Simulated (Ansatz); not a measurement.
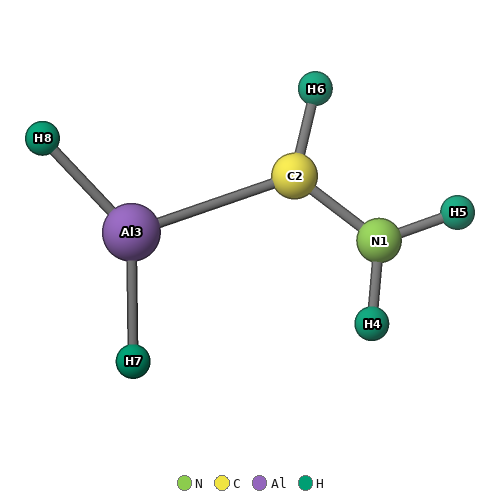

The system is CH₅AlN, SMILES [NH2+]=[CH][AlH2], charge +1; the picture shows the reference structure. The first coordinate is: dihedral H4–N1–C2–Al3; the second: dihedral N1–C2–Al3–H7. Nothing is relaxed (all other coordinates rigid). Grid: 18 × 18 points; 164 points were computed and 160 follow by symmetry. Points are written as (first, second). Energies are in eV, from the relaxed molecule at the same level. Energies and slopes of some neighbouring points disagree (a jump in structure or state, or too coarse a mesh). The dihedral twists a double bond; near 90° a spin-restricted reference is unreliable. Computed with RHF/def2-SVP in Ansatz 0.2.0.

Its coordinates:

```xyz
8

N    -0.5340    1.0299   -0.7546
C    -0.3763    0.4090    0.3479
Al    0.7896   -1.3156    0.5399
H    -0.0980    0.7190   -1.6097
H    -1.0996    1.8624   -0.8362
H    -0.9078    0.8625    1.1836
H     1.3957   -1.6744   -0.8510
H     0.8304   -1.8928    1.9802
```

Range: dihedral H4–N1–C2–Al3 from −180 to 160°; dihedral N1–C2–Al3–H7 from −180 to 160°.

What will the energy surface look like?

Answer. The lowest grid point is at (0°, 0°), 0.00 eV from the relaxed molecule at the same level. Other grid points that lie below all their neighbours: (−180°, 0°) (0.0008 eV higher); (0°, −180°) (0.016 eV higher); (−180°, −180°) (0.017 eV higher). The highest grid point, (−100°, −160°), lies 3.12 eV above the lowest.

```csv
"dihedral N1–C2–Al3–H7 ↓, dihedral H4–N1–C2–Al3 →",−160,−120,−80,−40,0,40,80,120,160
160,0.23,1.87,3.12,0.91,0.03,0.86,3.08,1.93,0.26
120,0.25,1.83,3.08,0.94,0.07,0.85,3.00,1.93,0.30
80,0.28,1.86,3.03,0.91,0.08,0.89,3.00,1.89,0.29
40,0.27,1.90,3.06,0.86,0.04,0.91,3.07,1.86,0.23
0,0.22,1.89,3.10,0.87,0.00,0.87,3.10,1.89,0.22
−40,0.23,1.86,3.07,0.91,0.04,0.86,3.06,1.90,0.27
−80,0.29,1.89,3.00,0.89,0.08,0.91,3.03,1.86,0.28
−120,0.30,1.93,3.00,0.85,0.07,0.94,3.08,1.83,0.25
−160,0.26,1.93,3.08,0.86,0.03,0.91,3.12,1.87,0.23
```

The table holds every second grid line.

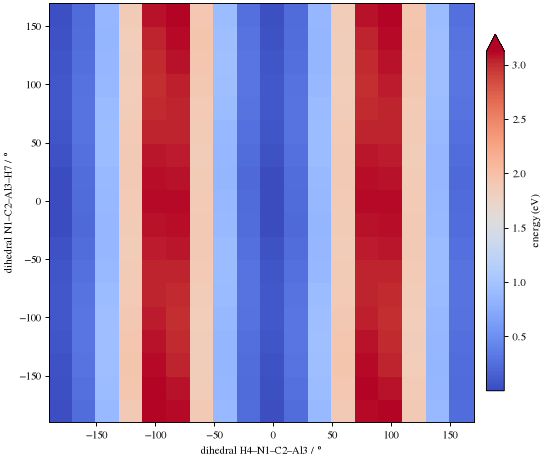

The picture shows one coloured cell a grid point, one colour for all values above the top of the scale.

Time for the 164 points that were run: 2.5 min on 1 thread of Arm Neoverse V1 (shared host).
